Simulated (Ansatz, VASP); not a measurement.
# Cross-check of SrO between VASP and Ansatz

One calculation is typed for both programs; each brings its own data sets. How far apart do they land? The cell is taken from a series of VASP runs on this material, whose earlier steps may have relaxed, scaled or displaced it; both programs get it as it stands. Valence electrons are named where the data sets of a main pair hold unlike numbers.

Method: plane waves, with VASP 6.6.1 beside it; band structure at LDA, band structure at LDA, spin-orbit coupling and dielectric response at LDA, in Ansatz 0.2.0.

**1. Set-up**

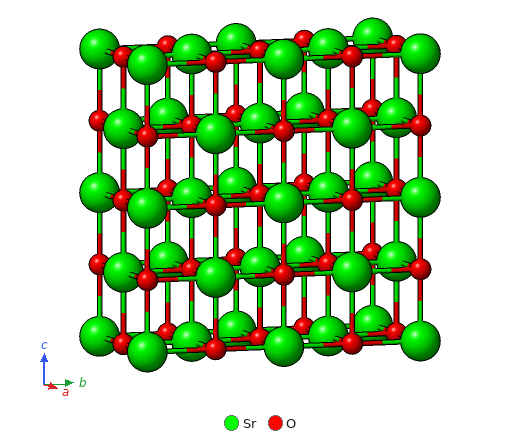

Start, viewed slightly off an axis; strontium green, oxygen red. 1×2×2 cells are drawn. This picture shows the conventional cell, with its axes. Some periodic images of atoms are drawn too.

**2. Ansatz: band structure, LDA**

Ansatz runs on its default PAW (the set named soft_2) files.

Levels along a path test the potential and the projectors away from the mesh points.

input.yaml

```yaml
crystal:
  lattice:
    - [0.0, 2.58066, 2.58066]
    - [2.58066, 0.0, 2.58066]
    - [2.58066, 2.58066, 0.0]
  atoms:
    - { symbol: Sr, position: [0.0, 0.0, 0.0] }
    - { symbol: O, position: [0.5, 0.5, 0.5] }
hamiltonian:
  xc: lda
  pseudopotentials: { kind: paw }
kpoints:
  mp_grid: { grid: [8, 8, 8] }
  band_path:
    path:
      - [0.0, 0.0, 0.0]
      - [0.16667, 0.0, 0.16667]
      - [0.33333, 0.0, 0.33333]
      - [0.5, 0.0, 0.5]
      - [0.5, 0.08333, 0.58333]
      - [0.5, 0.19444, 0.69444]
      - [0.5, 0.25, 0.75]
      - [0.45833, 0.29167, 0.75]
      - [0.40278, 0.34722, 0.75]
      - [0.375, 0.375, 0.75]
      - [0.20833, 0.20833, 0.41667]
      - [0.08333, 0.08333, 0.16667]
      - [0.0, 0.0, 0.0]
      - [0.22222, 0.22222, 0.22222]
      - [0.38889, 0.38889, 0.38889]
      - [0.51389, 0.47222, 0.51389]
      - [0.55556, 0.38889, 0.55556]
      - [0.61111, 0.27778, 0.61111]
      - [0.61111, 0.25, 0.63889]
      - [0.56944, 0.25, 0.68056]
      - [0.51389, 0.25, 0.73611]
      - [0.5, 0.27778, 0.72222]
      - [0.5, 0.38889, 0.61111]
      - [0.5, 0.47222, 0.52778]
      - [0.48611, 0.48611, 0.52778]
      - [0.43056, 0.43056, 0.63889]
      - [0.38889, 0.38889, 0.72222]
      - [0.59722, 0.19444, 0.59722]
      - [0.55556, 0.11111, 0.55556]
      - [0.5, 0.0, 0.5]
    npoints: 1
scf:
  occupations: { method: gaussian, width: 0.03 }
  n_extra_bands: 7
output:
  forces: true
  stress: true
  eigenvalues: true
  write_density: true
  write_potential: true
  elf: true
  volumetric_format: npy
```

The run is started by

```console
> ansatz run input.yaml --threads 2 --pin off --max-ram 4608MiB --backend cpu --events-out ev --progress --plain --runs-dir out
```

Numbers of over 12 decimals in the logs are rounded to 6 here.

Output:

```text
scf.n_extra_bands = 7 over 8 filled bands (N_el = 16.0): the run solves 15 bands
Engine: ansatz 0.2.0, aarch64-unknown-linux-gnu
Pseudopotentials: kind: paw
Pseudopotential: Sr, paw, valence charge 10, recommended cutoff 420 eV (normal), Sr.paw.azcp
Pseudopotential: O, paw, valence charge 6, recommended cutoff 420 eV (normal), O.paw.azcp
Functional definition: SPW92
  exchange = slater_x
  correlation = pw_c
Crystal: 2 atoms, lattice volume = 34.373 Å³
Basis set: ecut = 420 eV, 645 PW (Γ)
Bands: 15, of which v1, the nominal top of the filled ones, is band 8 counted from 1 (7 counted from 0)
Symmetry: 48 space group operations
Space group: Fm-3m (ITA 225), of the structure as read, at distance tolerance 3.3e-5 Å
k-points: 29 of 512
Non-local potential: Sr, projectors of the file, l = 0: 3, l = 1: 2, l = 2: 2
Non-local potential: O, projectors of the file, l = 0: 2, l = 1: 2, l = 2: 1
PAW form: soft (Blöchl's): semilocal exchange-correlation on the pseudo side does not see the compensation charge
PAW frozen core: Sr, regenerated for the run's functional, and the local potential with it (the file was generated under x = pbe(κ = 0.804, μ = 0.219515), c = pbe(β = 0.066725))
PAW frozen core: O, regenerated for the run's functional, and the local potential with it (the file was generated under x = pbe(κ = 0.804, μ = 0.219515), c = pbe(β = 0.066725))
PAW one-centre angular grid: Sr, 110 points (default); XC on 64 Gauss nodes
PAW one-centre angular grid: O, 110 points (default); XC on 64 Gauss nodes
Initial density: superposition of atomic densities (neutral atoms: chi_scale 0, normalization atom), corrected by the library's trained network
Initial wavefunctions: pseudopotential atomic-orbital guess
Functional: x = slater, c = lda
SCF iter   1: F=—  HF=-4002.816485 eV  |F-HF|=—  |Δ(HF+E_count)|=         —  Δρ=1.62e-2  dr2=9.26e-2  ethr=1.77e-3  ⟨swp⟩=8.7  Hψ=3192  notcnv=0  defer=7
preconditioner: auto → none  [insulator: Δε(μ)=2.880 eV  Ē_g=17.871 eV  σ=0.030 eV  W_gap=1.00  n_scr=8 (ndim 8)  ℏωp=23.7 eV  f_vac=0.000  D(μ)=0.00/eV (n_scr^D=0)  ε∞_Penn≈2.8]
SCF iter   2: F=—  HF=-4002.799044 eV  |F-HF|=—  |Δ(HF+E_count)|=   1.74e-2  Δρ=5.66e-3  dr2=1.27e-2  ethr=5.79e-4  ⟨swp⟩=2.0  Hψ=753  notcnv=0  defer=41
SCF iter   3: F=—  HF=-4002.796333 eV  |F-HF|=—  |Δ(HF+E_count)|=   2.71e-3  Δρ=5.56e-4  dr2=5.41e-5  ethr=7.95e-5  ⟨swp⟩=2.1  Hψ=597  notcnv=0  defer=48
SCF iter   4: F=—  HF=-4002.796336 eV  |F-HF|=—  |Δ(HF+E_count)|=   2.66e-6  Δρ=4.96e-5  dr2=7.32e-7  ethr=3.38e-7  ⟨swp⟩=2.6  Hψ=606  notcnv=0  defer=48
iter 5 did not close the SCF: its close was put off for the readings that it lacked (scf_convergence_deferred on its scf_iter line)
SCF iter   5: F=-4002.796336 eV  HF=-4002.796336 eV  |F-HF|=1.37e-8  |Δ(HF+E_count)|=   9.48e-8  Δρ=9.54e-6  dr2=1.83e-8  ethr=4.57e-9  ⟨swp⟩=2.1  Hψ=555  notcnv=0  defer=48
SCF iter   6: F=-4002.796336 eV  HF=-4002.796336 eV  |F-HF|=1.66e-10  |Δ(HF+E_count)|=   2.08e-9  Δρ=9.61e-7  dr2=2.05e-10  ethr=1.14e-10  ⟨swp⟩=11.3  Hψ=2821  notcnv=0
SCF 1 converged in 6 iterations: F = -4002.796336 eV  dr2 = 2.05e-10
  greatest PAW one-centre occupation: 0.987 electrons in one spin orbital (limit 2), on the Sr atom at site 0 (counted from 0), in its partial waves of l = 0
NSCF: frozen V_eff on 30 k-points
SCF converged after 6 iterations
Free energy (F): -4002.796336 eV
Harris-Foulkes:  -4002.796336 eV  (|F-HF|=1.66e-10)
Internal energy: -4002.796336 eV  (E = F + TS)
E sigma→0 (E₀):  -4002.796336 eV
Fermi energy:    8.977850 eV
--- Per-component energies (eV) ---
  E_band       = -64.772036
  E_kinetic    = 420.904220
  E_local      = -872.001329  (includes V_loc(G=0)·N_el)
  E_nonlocal   = 256.068854
  E_hartree    = 233.509413
  E_xc         = -245.675536
  E_vxc        = -257.115099  (∫ρ·V_xc dr)
  E_paw        = -2743.766105  (= ΣΔE_a)
  E_vpaw       = -79.649955  (= ΣTr[D̂ρ^β])
  E_aug_tail   = 0.002453  (compensation charges beyond the density's cutoff)
  E_ewald      = -1052.229361
  E_core_change = 0.391057  (= ΣΔE_core)
  E_smearing   = -0.000000  (= −TS)
  E_closure    = 0.000000  (closes the sum)
  Σ components = -4002.796336   (vs F -4002.796336, Δ=0.00e0)
--- Forces (eV/Å), atoms counted from 1 ---
  atom   1  Sr    -0.00000000     0.00000000     0.00000000
  atom   2  O      0.00000000    -0.00000000    -0.00000000
  max |Σ_I F_I| component: 4.06e-29 eV/Å
--- Stress (GPa, compression-positive) ---
       -5.222805      -0.000000      -0.000000
       -0.000000      -5.222805      -0.000000
       -0.000000       0.000000      -5.222805
  P = ⅓ Tr σ = -5.2228 GPa (-52.228 kbar)
--- Band table (eV; the first three rows and the last of 29) ---
  k-point 0: bands = [... 4 lower, -6.4071, 7.3958, 7.3958, 7.3958, 11.1254, 13.5370, 13.5370, 13.5370, ... 3 higher]
  k-point 1: bands = [... 4 lower, -6.0528, 6.9286, 7.2033, 7.2033, 11.8324, 13.3643, 13.8405, 13.8405, ... 3 higher]
  k-point 2: bands = [... 4 lower, -5.5753, 6.0940, 6.7887, 6.7887, 13.2388, 13.3992, 14.6679, 14.6679, ... 3 higher]
  k-point 28: bands = [... 4 lower, -5.7722, 6.2772, 6.9631, 6.9631, 13.2907, 13.2907, 15.9730, 18.5386, ... 3 higher]
```

Wall time 1.5 s (2 threads of Arm Neoverse V1, shared host); peak memory 0.27 GiB.

In the SCF lines HF is the Harris–Foulkes energy and dr2 the Hartree energy of the density residual, in eV; the loop may stop once dr2 is under the threshold and the program's other checks hold. Hψ counts applications of the Hamiltonian.

**3. VASP: band structure, LDA**

The same cell, functional (in two slightly different forms), mesh and smearing now go to VASP, with its own data sets.

Lines of VASP's logs that name or quote its potential files are left out, and so is its time.

INCAR

```
SYSTEM = SrO
PREC = Accurate
ENCUT = 460
EDIFF = 1E-06
NELM = 100
ISMEAR = 0
SIGMA = 0.03
LREAL = .FALSE.
ALGO = Normal
GGA = CA
NBANDS = 20
LORBIT = 11
LWAVE = .FALSE.
LCHARG = .FALSE.
KPAR = 4
LASPH = .TRUE.
```

POSCAR

```
SrO
1.0
    0.0000000000      2.5806600000      2.5806600000
    2.5806600000      0.0000000000      2.5806600000
    2.5806600000      2.5806600000      0.0000000000
Sr O
1 1
Direct
    0.0000000000      0.0000000000      0.0000000000
    0.5000000000      0.5000000000      0.5000000000
```

KPOINTS

```
Automatic mesh
0
Gamma
8 8 8
0 0 0
```

KPOINTS_OPT

```
Line mode
10
Line-mode
Reciprocal
  0.00000000   0.00000000   0.00000000 GAMMA
  0.50000000   0.00000000   0.50000000 X

  0.50000000   0.00000000   0.50000000 X
  0.50000000   0.25000000   0.75000000 W

  0.50000000   0.25000000   0.75000000 W
  0.37500000   0.37500000   0.75000000 K

  0.37500000   0.37500000   0.75000000 K
  0.00000000   0.00000000   0.00000000 GAMMA

  0.00000000   0.00000000   0.00000000 GAMMA
  0.50000000   0.50000000   0.50000000 L

  0.50000000   0.50000000   0.50000000 L
  0.62500000   0.25000000   0.62500000 U

  0.62500000   0.25000000   0.62500000 U
  0.50000000   0.25000000   0.75000000 W

  0.50000000   0.25000000   0.75000000 W
  0.50000000   0.50000000   0.50000000 L

  0.50000000   0.50000000   0.50000000 L
  0.37500000   0.37500000   0.75000000 K

  0.62500000   0.25000000   0.62500000 U
  0.50000000   0.00000000   0.50000000 X
```

The projector-augmented-wave data sets are Sr_sv and O (LDA family, release 64).

The run is started by

```console
> mpirun -np 4 vasp_std
```

Output:

```text
[banner, memory and clock lines left out]
running    4 mpi-ranks, on    1 nodes
 distrk:  each k-point on    1 cores,    4 groups
 distr:  one band on    1 cores,    1 groups

 POSCAR found type information on POSCAR SrO
 POSCAR found :  2 types and       2 ions
 LDA part: xc-table for (Slater(with rela. corr.)+CA(PZ))
 , standard interpolation
 POSCAR, INCAR and KPOINTS ok, starting setup
 FFT: planning ... GRIDC
 FFT: planning ... GRID_SOFT
 FFT: planning ... GRID
 WAVECAR not read
 entering main loop
       N       E                     dE             d eps       ncg     rms          rms(c)
DAV:   1     0.606435680657E+02    0.60644E+02   -0.74489E+03  1160   0.713E+02
DAV:   2    -0.129110366552E+02   -0.73555E+02   -0.68702E+02  1472   0.183E+02
DAV:   3    -0.155021547746E+02   -0.25911E+01   -0.25685E+01  1540   0.279E+01
DAV:   4    -0.155427425281E+02   -0.40588E-01   -0.40572E-01  1424   0.339E+00
DAV:   5    -0.155437690240E+02   -0.10265E-02   -0.10265E-02  1468   0.451E-01    0.168E+01
DAV:   6    -0.136003822241E+02    0.19434E+01   -0.34339E+00  1248   0.143E+01    0.201E+01
DAV:   7    -0.134162282890E+02    0.18415E+00   -0.21826E-01  1336   0.375E+00    0.112E+01
DAV:   8    -0.133667551180E+02    0.49473E-01   -0.17421E-01  1528   0.277E+00    0.975E-01
DAV:   9    -0.133676138890E+02   -0.85877E-03   -0.62498E-03  1668   0.337E-01    0.365E-01
DAV:  10    -0.133673974494E+02    0.21644E-03   -0.22735E-04  1288   0.120E-01    0.187E-01
DAV:  11    -0.133673678028E+02    0.29647E-04   -0.15766E-04  1416   0.962E-02    0.292E-02
DAV:  12    -0.133673696071E+02   -0.18043E-05   -0.90560E-06  1404   0.197E-02    0.809E-03
DAV:  13    -0.133673696642E+02   -0.57066E-07   -0.35825E-07   800   0.477E-03
   1 F= -.13367370E+02 E0= -.13367370E+02  d E =-.567923E-24
 Start KPOINTS_OPT (optional k-point list driver)
k-point batch [1-29\100]
       N       E                     dE             ncg
DAV:   1    -0.257696230443E+04   -0.17112E+05     1176
DAV:   2    -0.460695111269E+04   -0.20300E+04     1472
DAV:   3    -0.467691152897E+04   -0.69960E+02     1552
DAV:   4    -0.467810869039E+04   -0.11972E+01     1368
DAV:   5    -0.467813200277E+04   -0.23312E-01     1472
DAV:   6    -0.467813256106E+04   -0.55829E-03     1364
DAV:   7    -0.467813257506E+04   -0.14004E-04     1380
DAV:   8    -0.467813257536E+04   -0.29713E-06      872
[...]
k-point batch [88-100\100]
       N       E                     dE             ncg
DAV:   1     0.718349000703E+04   -0.86779E+04      520
DAV:   2     0.626980566411E+04   -0.91368E+03      640
DAV:   3     0.624184228113E+04   -0.27963E+02      740
DAV:   4     0.624147656726E+04   -0.36571E+00      592
DAV:   5     0.624147063593E+04   -0.59313E-02      664
DAV:   6     0.624147052221E+04   -0.11372E-03      588
DAV:   7     0.624147051973E+04   -0.24783E-05      608
DAV:   8     0.624147051968E+04   -0.49300E-07      396
```

Parts of OUTCAR (step 3):

```text
ion  position               nearest neighbor table
   1  0.000  0.000  0.000-   2 2.58   2 2.58   2 2.58   2 2.58   2 2.58   2 2.58
   2  0.500  0.500  0.500-   1 2.58   1 2.58   1 2.58   1 2.58   1 2.58   1 2.58

  LATTYP: Found a face centered cubic cell.
 ALAT       =     5.1613200000

 Subroutine GETGRP returns: Found 48 space group operations
 (whereof 48 operations were pure point group operations)

The static configuration has the point symmetry O_h .

 Found     29 irreducible k-points:

   k-points           NKPTS =     29   k-points in BZ     NKDIM =     29   number of bands    NBANDS=     20

   dimension x,y,z NGX =    28 NGY =   28 NGZ =   28
   dimension x,y,z NGXF=    56 NGYF=   56 NGZF=   56

   ENCUT  =  460.0 eV  33.81 Ry    5.81 a.u.   6.38  6.38  6.38*2*pi/ulx,y,z

   NELECT =      16.0000    total number of electrons

 k-points in reciprocal lattice and weights: Automatic mesh
   0.00000000  0.00000000  0.00000000       0.002
   0.12500000  0.00000000  0.00000000       0.016
   0.25000000  0.00000000  0.00000000       0.016
   0.37500000  0.00000000  0.00000000       0.016
   0.50000000  0.00000000  0.00000000       0.008
   0.12500000  0.12500000  0.00000000       0.012
   0.25000000  0.12500000  0.00000000       0.047
   0.37500000  0.12500000  0.00000000       0.047
   0.50000000  0.12500000  0.00000000       0.047
[...]
-0.37500000  0.50000000  0.12500000       0.023
  -0.25000000  0.50000000  0.25000000       0.012

 average (electrostatic) potential at core
       1 -36.4403       2 -72.0123

 E-fermi :   1.4925

 k-point     1 :       0.0000    0.0000    0.0000
  band No.  band energies     occupation
    ...
      4     -12.5718      2.00000
      5     -12.5718      2.00000
      6       1.2877      2.00000
      7       1.2877      2.00000
      8       1.2877      2.00000
      9       5.0098      0.00000
     10       7.3692      0.00000
     11       7.3692      0.00000
     12       7.3692      0.00000
     13       9.5674      0.00000
    ...

 k-point     2 :       0.1250    0.0000    0.0000
  band No.  band energies     occupation
    ...
      4     -12.5843      2.00000
      5     -12.2034      2.00000
      6       0.8162      2.00000
      7       1.0898      2.00000
      8       1.0898      2.00000
      9       5.7171      0.00000
     10       7.2101      0.00000
     11       7.6762      0.00000
     12       7.6762      0.00000
     13       9.9733      0.00000
    ...

 k-point     3 :       0.2500    0.0000    0.0000
  band No.  band energies     occupation
    ...
      4     -12.6141      2.00000
      5     -11.7173      2.00000
      6      -0.0278      2.00000
      7       0.6634      2.00000
      8       0.6634      2.00000
      9       7.1073      0.00000
     10       7.2795      0.00000
     11       8.5104      0.00000
     12       8.5104      0.00000
     13      10.9878      0.00000
    ...

  Total       -1.0808298     -1.0808298     -1.0808298     -0.0000000     -0.0000000      0.0000000
  in kB      -50.3785325    -50.3785325    -50.3785325     -0.0000000     -0.0000000      0.0000000
  external PRESSURE =     -50.3785325 kB  Pullay stress =       0.0000000 kB

  energy-cutoff  :      460.00
  volume of cell :       34.37
      direct lattice vectors                 reciprocal lattice vectors
     0.000000000  2.580660000  2.580660000    -0.193748886  0.193748886  0.193748886
     2.580660000  0.000000000  2.580660000     0.193748886 -0.193748886  0.193748886
     2.580660000  2.580660000  0.000000000     0.193748886  0.193748886 -0.193748886

 POSITION                                       TOTAL-FORCE (eV/Angst)
 -----------------------------------------------------------------------------------
      0.00000      0.00000      0.00000         0.000000     -0.000000     -0.000000
      2.58066      2.58066      2.58066        -0.000000      0.000000      0.000000
 -----------------------------------------------------------------------------------
    total drift:                                0.000000      0.000000      0.000000

  FREE ENERGIE OF THE ION-ELECTRON SYSTEM (eV)
  ---------------------------------------------------
  free  energy   TOTEN  =       -13.3673696642 eV

  energy  without entropy=      -13.3673696642  energy(sigma->0) =      -13.36736966

 total charge
# of ion       s       p       d       tot
------------------------------------------
    1        2.016   5.800   0.258   8.074
    2        1.548   3.396   0.000   4.944
--------------------------------------------------
tot          3.564   9.196   0.258  13.018

[... 3 further parts left out ...]
```

The run ends at a pressure of -5.04 GPa.

**4. Differences**

Known differences besides the potentials themselves: the two LDA forms differ slightly; the cutoff is 420 eV in Ansatz and 460 eV in VASP; VASP's log shows a relativistic correction to its local exchange, Ansatz's none. Total energies have different zeros and are not compared.

Both answers:

```tsv
quantity	Ansatz	VASP	difference
pressure (GPa)	-5.22	-5.04	-0.18
pressure without Ansatz's Pulay correction (GPa)	-5.72	-5.04	-0.69
gap over the path points (eV)	3.164	3.109	+0.055
```

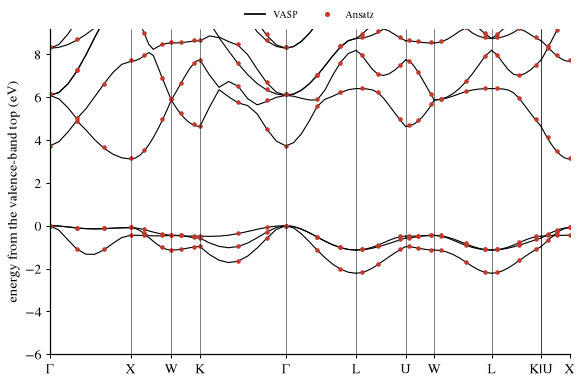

Bands from VASP (lines) and levels from Ansatz (dots). Dots without a line are higher empty bands that the VASP plot leaves out.

Levels at points of the path, from each program's valence-band top (eV; 3 filled, then empty):

```tsv
k (reciprocal lattice)	Ansatz	VASP
0.000 0.000 0.000	0.00 0.00 0.00 3.73 6.14 6.14	0.00 0.00 0.00 3.72 6.08 6.08
0.167 0.000 0.167	-1.07 -0.10 -0.10 4.91 5.04 7.26	-1.09 -0.11 -0.11 4.90 5.00 7.21
0.333 0.000 0.333	-1.11 -0.13 -0.13 3.67 6.62 9.61	-1.14 -0.14 -0.14 3.62 6.61 9.55
0.500 0.000 0.500	-0.43 -0.08 -0.08 3.16 7.71 10.02	-0.45 -0.09 -0.09 3.11 7.67 10.08
0.500 0.083 0.583	-0.44 -0.36 -0.17 3.54 7.97 8.97	-0.46 -0.38 -0.19 3.50 7.93 8.97
0.500 0.194 0.694	-1.01 -0.45 -0.38 4.96 6.91 8.50	-1.02 -0.47 -0.40 4.92 6.89 8.45
0.500 0.250 0.750	-1.12 -0.43 -0.43 5.89 5.89 8.58	-1.14 -0.45 -0.45 5.87 5.87 8.53
0.458 0.292 0.750	-1.08 -0.45 -0.45 5.24 6.66 8.59	-1.10 -0.48 -0.47 5.21 6.64 8.54
0.403 0.347 0.750	-0.98 -0.54 -0.47 4.74 7.58 8.66	-1.00 -0.56 -0.49 4.70 7.56 8.61
0.375 0.375 0.750	-0.96 -0.56 -0.47 4.67 7.75 8.67	-0.98 -0.58 -0.49 4.63 7.74 8.63
```

Among the levels compared at these points, filled levels agree within 30 meV and empty ones within 63 meV. Ansatz's pressure holds a Pulay correction of 0.50 GPa; VASP's holds none.

**5. Ansatz: band structure, LDA, spin-orbit coupling**

Levels along a path test the potential and the projectors away from the mesh points.

The cell is taken from a series of VASP runs on this material, whose earlier steps may have relaxed, scaled or displaced it; both programs get it as it stands.

Edit input.yaml of step 2 so:

```diff
@@ -10,3 +10,6 @@
   xc: lda
-  pseudopotentials: { kind: paw }
+  pseudopotentials: { kind: paw_fr }
+magnetization:
+  noncollinear: true
+  spin_orbit: true
 kpoints:
@@ -48,3 +51,3 @@
   occupations: { method: gaussian, width: 0.03 }
-  n_extra_bands: 7
+  n_extra_bands: 14
 output:
```

The run is started by

```console
> ansatz run input.yaml --threads 2 --pin off --max-ram 4608MiB --backend cpu --events-out ev --progress --plain --runs-dir out
```

Output:

```text
[...]
non-collinear run that drives no moment, with spin-orbit: no starting moment large enough to seed its density (crystal.atoms[].spin), no starting occupations that ask for one, no magnetisation constraint and no magnetic field, so the semilocal B_xc is pinned to zero
Crystal: 2 atoms, lattice volume = 34.373 Å³
Basis set: ecut = 420 eV, 645 PW (Γ)
[...]
k-point 1: bands = [... 12 lower, 7.1870, 7.1870, 7.2216, 7.2216, 11.8334, 11.8334, 13.3645, 13.3645, ... 10 higher]
  k-point 2: bands = [... 12 lower, 6.7759, 6.7759, 6.8016, 6.8016, 13.2394, 13.2394, 13.3987, 13.3987, ... 10 higher]
  k-point 28: bands = [... 12 lower, 6.9201, 6.9201, 7.0060, 7.0060, 13.2909, 13.2909, 13.2914, 13.2914, ... 10 higher]
[key lines of the parts left out:]
SCF converged after 8 iterations
Magnetization: |M| = 0.0000 μB,  M = (+0.0000, +0.0000, +0.0000) μB
Free energy (F): -4003.387491 eV
Fermi energy:    8.988581 eV
P = ⅓ Tr σ = -5.2253 GPa (-52.253 kbar)
```

The job ended after 5.2 s (2 threads; peak memory 0.37 GiB).

[end of part 1 of 2]

[Lines on the potential files, build, host, timing and source positions are cut from VASP's logs without a mark.]

[Logs are printed without paths, hosts, clocks, repeated set-up lines and the standing remarks that a program may print on its own settings, such as how far it seeks lower states.]

[Hosts, paths, dates, database ids (printed as entryN), source tags and the programs' standing remarks are cut or masked in the printed files.]
